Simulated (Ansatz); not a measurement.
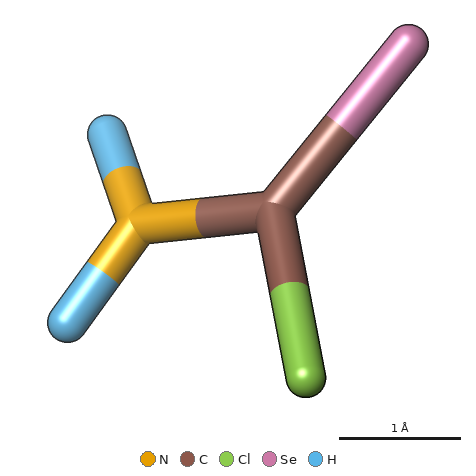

The geometry was computed by an optimisation with PBE0-D4/def2-TZVP.

What does the picture show?

It has 6 atoms: 1 carbon, 2 hydrogen, 1 chlorine, 1 nitrogen and 1 selenium (CH₂ClNSe). Its SMILES string is `NC(Cl)=[Se]`. It has no ring. Among its groups: C–Cl bond. This geometry has Cs symmetry. All atoms lie on one plane. Coordination: 1 N trigonal planar; 1 C trigonal planar.

The parts below concern this one geometry. Atoms keep their numbers from picture to picture.

**Shape**

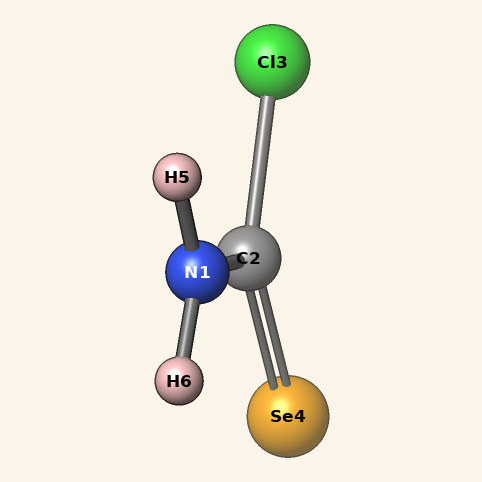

C2 lies behind N1. The molecule seen a little off the N1–C2 bond, N1 in front. Atoms fade into the background with distance from the viewer.

What is the torsion angle H5–N1–C2–Se4? The sign is positive where the front bond must turn clockwise to cover the back bond.

Answer. 180°, antiperiplanar (anti).

**Vibrations**

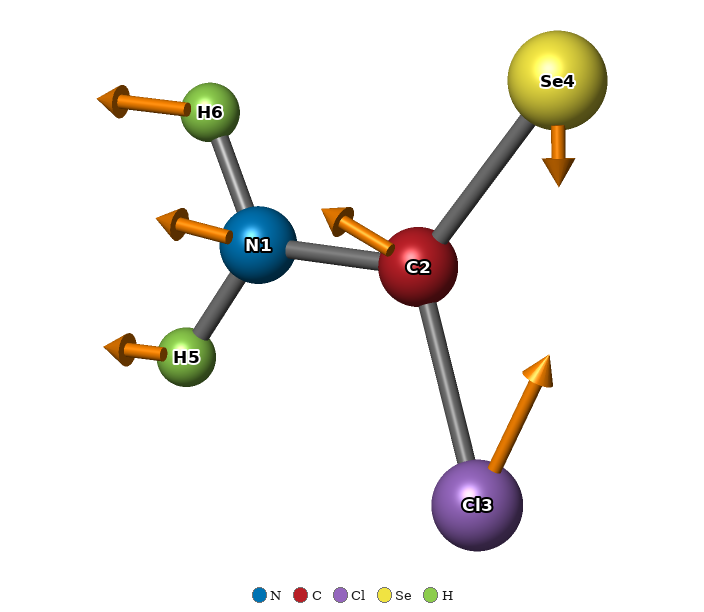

The arrows show one normal mode. Harmonic vibrations computed with RKS PBE0-D4/def2-TZVP (Ansatz 0.2.0) at a stationary point of the same level.

Describe the motion.

Answer. Mostly Cl–C–Se bending.

Estimate its harmonic wavenumber.

Answer. 255 cm⁻¹; it is mode 1 of 12 counted from the lowest.

**Dipole moment**

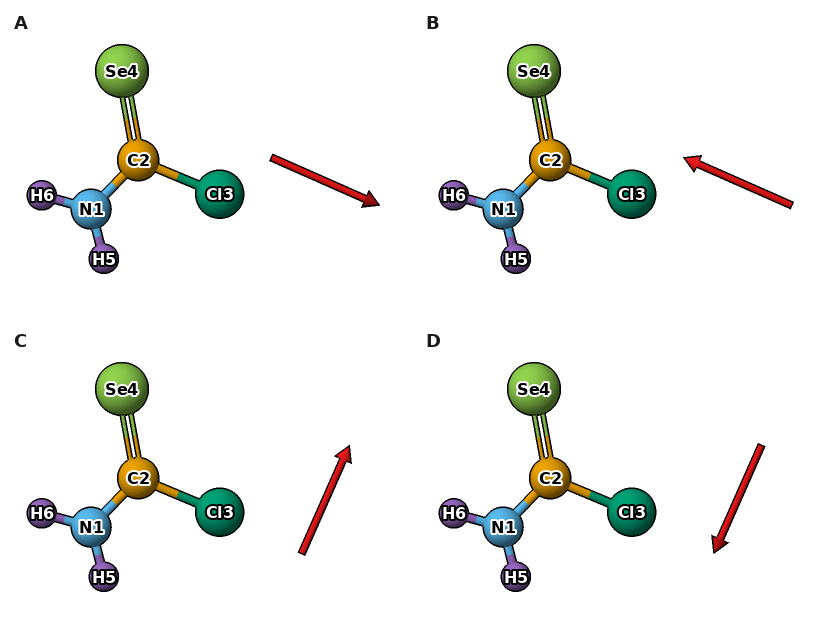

The same molecule four times, each with an arrow. Properties computed with RKS PBE0-D4/def2-TZVP (Ansatz 0.2.0).

Which arrow points along the dipole moment, from the negative to the positive end?

Answer. D. The dipole moment is 4.10 D; it points from the side of Se4 to the side of H5 (the outermost atoms at the two ends).

**Electronic properties**

Properties computed with RKS HSE06 (plane-wave form)-D4/def2-TZVPP (Ansatz 0.2.0).

Computed properties:

- HOMO energy (Kohn–Sham orbital): −5.90 eV
- LUMO energy (Kohn–Sham orbital): −1.94 eV
- HOMO–LUMO gap: 3.96 eV

**Charges**

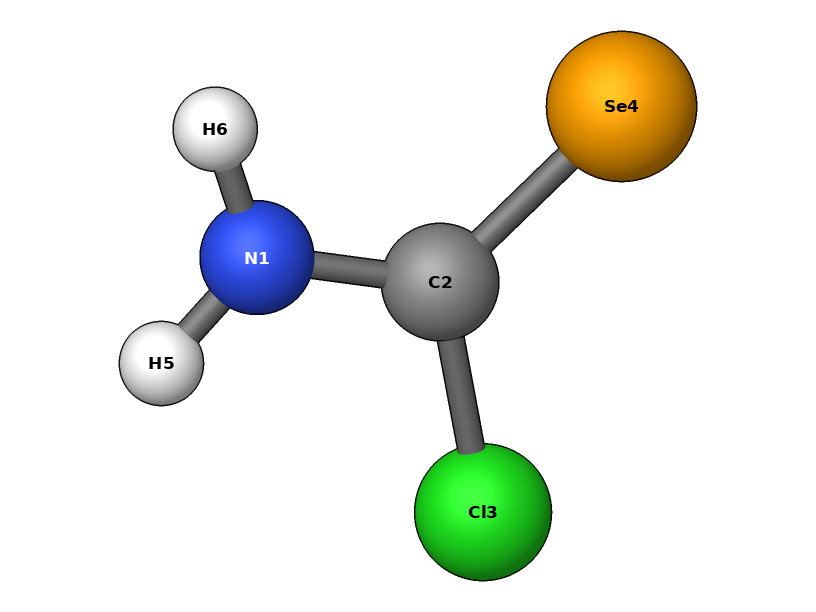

The questions are on Mulliken charges. Properties computed with RKS PBE0-D4/def2-TZVP (Ansatz 0.2.0).

List the Mulliken charges.

| atom | value (e) |
| --- | --- |
| N1 | −0.34 |
| C2 | 0.10 |
| Cl3 | −0.06 |
| Se4 | −0.23 |
| H5 | 0.26 |
| H6 | 0.27 |

Mulliken values depend strongly on the basis set and can even reverse the polarity of a bond.
